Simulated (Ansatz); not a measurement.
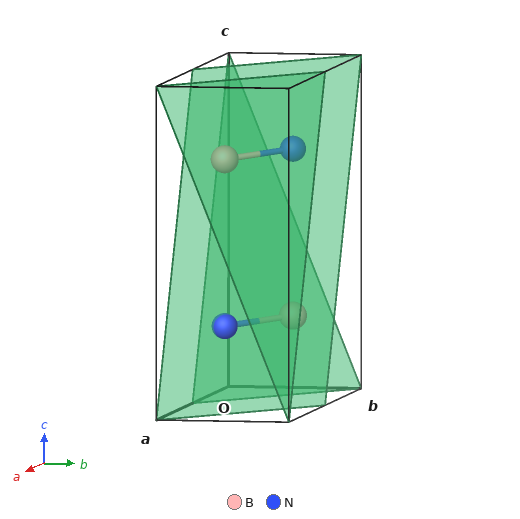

Crystal: BN, the geometry relaxed with DFT, PBE-D3(BJ), plane waves, PAW (Ansatz). Every member of one family of equally spaced planes, hx + ky + lz = a whole number, that cuts the unit cell is shaded (one member passes through the origin O, touching the cell only at an edge or corner). All values are computed from the atomic coordinates in the standard setting (tolerance 0.002 Å).

a = 2.506 Å, b = 2.506 Å, c = 6.614 Å, α = 90.00°, β = 90.00°, γ = 120.00°.

Q: Which (hkl) family is drawn?

A: (2 1 1), in four indices (2 1 −3 1); the opposite sign names the same planes. The member next to the origin meets the axes a at 1/2, b at 1, c at 1.

Q: What is the spacing?

A: d = 0.814 Å.

Q: Which atoms of the cell lie in these planes (within 0.03 Å)?

A: No atom.
